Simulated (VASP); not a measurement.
Band structure of Re (relaxed from the fcc structure, space group Fm-3m). Computed with PBEsol GGA, VASP's PBE PAW potentials (set 64) (plane waves; VASP).

Unless said otherwise, spin-orbit coupling is left out, though it shifts the bands of the heavy elements here.

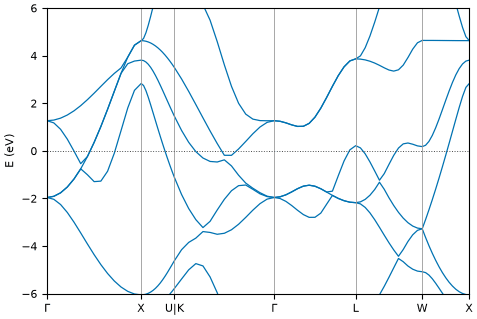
Bands along high-symmetry lines, zero at the valence-band maximum or, without a gap, the Fermi level

**Question.** Read the plot: is there a gap, and where are the band edges?

**Answer.** It has no gap at this level: it comes out as a metal or semimetal. (Edges off the drawn lines would not show.)

The structure was generated: Re was put into the fcc type (Fm-3m), which need not be its known phase. It was relaxed first.
